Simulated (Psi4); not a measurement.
# AlF2 (SMILES [F][Al][F]) at UB3LYP/6-31G(d) (spherical functions)

Aim: the vertical doublet–quartet gap of AlF2 at UB3LYP/6-31G* (spherical functions), from 2 runs. 

The results are computed with Psi4 1.11.

**1. Starting point**

AlF2: 3 atoms, total charge 0, spin state doublet. As SMILES, `[F][Al][F]`. The shape is that of a PBE0-D4/def2-TZVP optimisation.

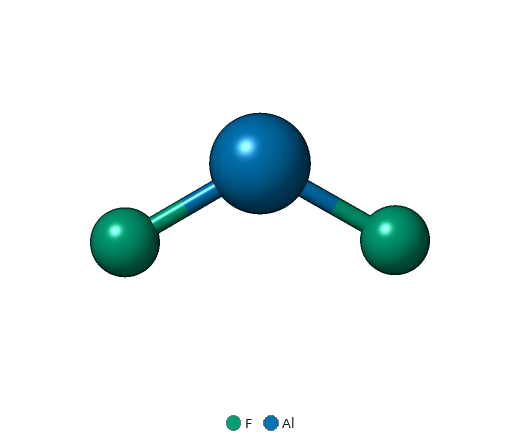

The structure, seen from a chosen angle (fluorine teal, aluminium blue).

**2. Energy and gradient at UB3LYP/6-31G(d) (spherical functions)**

Input file job.dat:

```
memory 1.6 GB

molecule molecule1 {
  0 2
  F
  Al 1 1.646548
  F 2 1.646538 1 119.65199
  units angstrom
  symmetry c1
}

set basis 6-31G*
set reference uks
set puream true
set e_convergence 1e-09
set d_convergence 1e-08
set scf_type pk
set dft_radial_points 99
set dft_spherical_points 590
set maxiter 200

e_tot, wfn = gradient('b3lyp', return_wfn=True)
oeprop(wfn, 'WIBERG_LOWDIN_INDICES', 'QUADRUPOLE', 'LOWDIN_CHARGES')
```

The run is started by

```bash
$ psi4 -n 1 job.dat job.out
```

job.out:

```text
[...]
  Running in c1 symmetry.
[...]
  Nuclear repulsion =   90.260757485130853
[...]
  Multiplicity = 2
[...]
  Nalpha       = 16
  Nbeta        = 15
[...]
    Number of basis functions: 46
[...]
   @UKS iter   1:  -442.06472736078450   -5.34524e-01   1.40835e-02 DIIS/ADIIS
[...]
   @UKS iter  11:  -442.20838948359716   -1.30740e-12   4.16748e-09 DIIS
[...]
   @S^2 Observed:                7.508884021E-01
[...]
    Orbital Energies [Eh]
    ---------------------
    Alpha Occupied:
       1A    -56.084783     2A    -24.663535     3A    -24.663528
       4A     -4.180318     5A     -2.734973     6A     -2.732438
       7A     -2.730269     8A     -1.149007     9A     -1.141156
      10A     -0.478327    11A     -0.441830    12A     -0.414883
      13A     -0.412942    14A     -0.396229    15A     -0.391583
      16A     -0.240801
    Alpha Virtual:
      17A     -0.045819    18A      0.031401    19A      0.037930
      20A      0.127104    21A      0.173115    22A      0.253318
      23A      0.273982    24A      0.458096    25A      0.479978
[...]
  @UKS Final Energy:  -442.20838948359716
   => Energetics <=
    Nuclear Repulsion Energy =             90.2607574851308527
    One-Electron Energy =                -796.6027122394897333
    Two-Electron Energy =                 296.2001615201722871
    DFT Exchange-Correlation Energy =     -32.0665962494105869
    Empirical Dispersion Energy =           0.0000000000000000
    VV10 Nonlocal Energy =                  0.0000000000000000
    Total Energy =                       -442.2083894835971591
[...]
  -Total Gradient:
     Atom            X                  Y                   Z
    ------   -----------------  -----------------  -----------------
       1       -0.000032208295    -0.006682919368    -0.000000000000
       2        0.005810654221     0.003372353144     0.000000000000
       3       -0.005828916565     0.003281220393    -0.000000000000
[...]
 Multipole Moments:
 ------------------------------------------------------------------------------------
     Multipole            Electronic (a.u.)      Nuclear  (a.u.)        Total (a.u.)
 ------------------------------------------------------------------------------------
 L = 1.  Multiply by 2.5417464519 to convert [e a0] to [Debye]
 Dipole X            :         -0.4079183           -0.1725086           -0.5804269
 Dipole Y            :         -0.2371797           -0.1002989           -0.3374786
 Dipole Z            :          0.0000000            0.0000000            0.0000000
 Magnitude           :                                                    0.6714069
 L = 2.  Multiply by 1.3450342976 to convert [e a0^2] to [Debye ang]
 Quadrupole XX       :        -63.1546269           46.7024403          -16.4521866
 Quadrupole XY       :         50.5103295          -48.5698310            1.9404985
[...]
```

It took 7.5 s on 1 thread of Intel Xeon Platinum 8488C (Sapphire Rapids), shared host; peak memory 0.41 GiB.

**3. The quartet: the energy at UB3LYP/6-31G(d) (spherical functions)**

Input file input.json:

```json
{
  "schema_name": "qcschema_input",
  "schema_version": 1,
  "molecule": {
    "schema_name": "qcschema_molecule",
    "schema_version": 2,
    "symbols": ["F", "Al", "F"],
    "geometry": [1.00722402, -2.5722952, 0.25775864, 0.73453654, 0.52043057, 0.46336085, -1.76216961, 1.92941037, -0.74606387],
    "molecular_charge": 0,
    "molecular_multiplicity": 4,
    "fix_symmetry": "c1"
  },
  "driver": "energy",
  "model": {
    "method": "b3lyp",
    "basis": "6-31G*"
  },
  "keywords": {
    "reference": "uks",
    "puream": true,
    "e_convergence": 1e-09,
    "d_convergence": 1e-08,
    "scf_type": "pk",
    "dft_radial_points": 99,
    "dft_spherical_points": 590,
    "maxiter": 200
  }
}
```

The run is started by

```bash
$ psi4 --qcschema input.json -n 1 --memory 1600MB
```

stdout:

```text
[...]
                   'protocols': {'error_correction': {'default_policy': True, 'policies': None},
                                 'native_files': 'none',
[...]
  Running in c1 symmetry.
[...]
  Nuclear repulsion =   90.260753071325638
[...]
  Multiplicity = 4
[...]
  Nalpha       = 17
  Nbeta        = 14
[...]
    Number of basis functions: 46
[...]
   @UKS iter   1:  -441.87809141784237   -3.47888e-01   5.57466e-03 ADIIS/DIIS
[...]
   @UKS iter  12:  -441.90191631824206   -1.25056e-12   2.18469e-09 DIIS
[...]
   @S^2 Observed:                3.756513292E+00
[...]
    Orbital Energies [Eh]
    ---------------------
    Alpha Occupied:
       1A    -56.074238     2A    -24.810173     3A    -24.810165
       4A     -4.176558     5A     -2.730224     6A     -2.729746
       7A     -2.726693     8A     -1.285247     9A     -1.278801
      10A     -0.589897    11A     -0.567018    12A     -0.558140
      13A     -0.556805    14A     -0.526924    15A     -0.517116
      16A     -0.250143    17A     -0.113438
    Alpha Virtual:
      18A     -0.007441    19A      0.017301    20A      0.130531
      21A      0.160977    22A      0.217502    23A      0.257545
      24A      0.439306    25A      0.448237    26A      0.480238
[...]
  @UKS Final Energy:  -441.90191631824206
   => Energetics <=
    Nuclear Repulsion Energy =             90.2607530713256381
    One-Electron Energy =                -794.1992628251505266
    Two-Electron Energy =                 293.9783477231168831
    DFT Exchange-Correlation Energy =     -31.9417542875341027
    Empirical Dispersion Energy =           0.0000000000000000
    VV10 Nonlocal Energy =                  0.0000000000000000
    Total Energy =                       -441.9019163182420584
[...]
 Multipole Moments:
 ------------------------------------------------------------------------------------
     Multipole            Electronic (a.u.)      Nuclear  (a.u.)        Total (a.u.)
 ------------------------------------------------------------------------------------
 L = 1.  Multiply by 2.5417464519 to convert [e a0] to [Debye]
 Dipole X            :         -0.3977036            0.1678201           -0.2298835
 Dipole Y            :         -0.2558655            0.1079606           -0.1479048
 Dipole Z            :         -0.0000000           -0.0000000           -0.0000000
 Magnitude           :                                                    0.2733537
[...]
```

The result, in JSON:

```text
{
 "driver": "energy",
 "model": {
  "method": "b3lyp",
  "basis": "6-31G*"
 },
 "success": true,
 "return_result": -441.90191631824206,
 "properties": {
  "calcinfo_nbasis": 46,
  "calcinfo_nmo": 46,
  "calcinfo_nalpha": 17,
  "calcinfo_nbeta": 14,
  "calcinfo_natom": 3,
  "nuclear_repulsion_energy": 90.26075307132564,
  "return_energy": -441.90191631824206,
  "scf_one_electron_energy": -794.1992628251505,
  "scf_two_electron_energy": 293.9783477231169,
  "scf_xc_energy": -31.941754287534103,
  "scf_dipole_moment": [-0.22988348101583367, -0.1479048402706048, -1.4346230019818827e-14],
  "scf_total_energy": -441.90191631824206,
  "scf_iterations": 12
 }
}
```

Run time: 6.3 s. Hardware: 1 thread of Intel Xeon Platinum 8488C (Sapphire Rapids), shared host; peak memory 0.41 GiB.

**4. Summary of results**

At UB3LYP/6-31G* (spherical functions):

```
                                        quantity          value
                           doublet: total energy  -442.20839 Eh
                          doublet: dipole moment         1.71 D
     doublet: HOMO energy (highest over α and β)       -6.55 eV
      doublet: LUMO energy (lowest over α and β)       -3.58 eV
                                   doublet: ⟨S²⟩          0.751
               doublet: largest force on an atom     0.345 eV/Å
                           quartet: total energy  -441.90192 Eh
                          quartet: dipole moment         0.69 D
     quartet: HOMO energy (highest over α and β)       -3.09 eV
                                   quartet: ⟨S²⟩          3.757
vertical energy of the quartet above the doublet       8.340 eV
```

In words: At this shape the quartet lies 8.34 eV (805 kJ/mol) above the doublet. The largest force (doublet) is 0.35 eV/Å: the shape isn't a stationary point for this species at this level.
